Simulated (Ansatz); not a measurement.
# CH₈BNSi: small, medium and large basis sets

How large a basis does CH₈BNSi need? Two functionals are run in growing sets.

Computed with Ansatz 0.2.0, Gaussian basis. Level: one geometry, several basis sets.

Plan: PBE0-D4/def2-SVP; ωB97M-V/def2-SVP; PBE0-D4/def2-QZVPP; ωB97M-V/def2-QZVPP; the functionals' def2-TZVPP values are taken from earlier runs.

## Step 1: The relaxed structure

The geometry comes from an earlier relaxation with PBE0-D4 in a triple-zeta def2 set; it is a stationary point, not always the lowest conformer.

12 atoms, charge 0, spin multiplicity 1.

Atoms are counted from 1 here; the program's logs count them from 0.

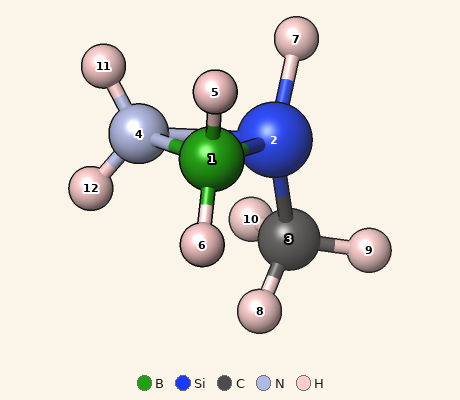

The geometry (boron green, silicon blue, carbon dark grey, nitrogen light blue, hydrogen pink); atoms are numbered from 1 in the order of the file.

## Step 2: PBE0-D4 in def2-SVP

in.yaml reads:

```yaml
crystal:
  periodic: [false, false, false]
  atoms:
    - {symbol: B, position_ang: [-1.298538, 0.828187, -0.681987]}
    - {symbol: Si, position_ang: [0.583634, 0.465976, -0.277890]}
    - {symbol: C, position_ang: [1.248452, -0.120273, 1.370587]}
    - {symbol: N, position_ang: [-0.769948, -0.700574, -0.818617]}
    - {symbol: H, position_ang: [-1.582616, 1.316677, -1.737627]}
    - {symbol: H, position_ang: [-2.026963, 0.965264, 0.261034]}
    - {symbol: H, position_ang: [1.638258, 0.331381, -1.322809]}
    - {symbol: H, position_ang: [0.438375, -0.206636, 2.098478]}
    - {symbol: H, position_ang: [1.960010, 0.611882, 1.762262]}
    - {symbol: H, position_ang: [1.765400, -1.079552, 1.293814]}
    - {symbol: H, position_ang: [-0.738920, -1.092423, -1.748567]}
    - {symbol: H, position_ang: [-1.140144, -1.375110, -0.164376]}
basis:
  gaussian: {orbitals: def2-SVP}
hamiltonian: {xc: pbe0, dispersion: d4}
output: {orbitals: {seedname: orbitals}}
```

On the command line:

```console
ansatz run in.yaml --threads 2 --pin off --events-out ev --progress --plain --max-ram 4352MiB
```

After this run come: ωB97M-V in def2-SVP; PBE0-D4 in def2-QZVPP; ωB97M-V in def2-QZVPP.

Q: Predict the results of all the runs planned. Wanted: PBE0-D4: double and triple zeta above quadruple; ωB97M-V: double and triple zeta above quadruple.

As calculated:

| quantity | value |
| --- | --- |
| PBE0-D4: double and triple zeta above quadruple | 7.00, 0.47 eV |
| ωB97M-V: double and triple zeta above quadruple | 7.22, 0.44 eV |

In words: For PBE0-D4 the step from double to triple zeta gains 6.54 eV and the next only 0.47 eV. Total energies overstate the basis error of differences, where much of it tends to cancel. The LUMO of ωB97M-V is positive and keeps falling with the basis (2.21 to 1.27 eV): an unbound level that the basis holds in place.
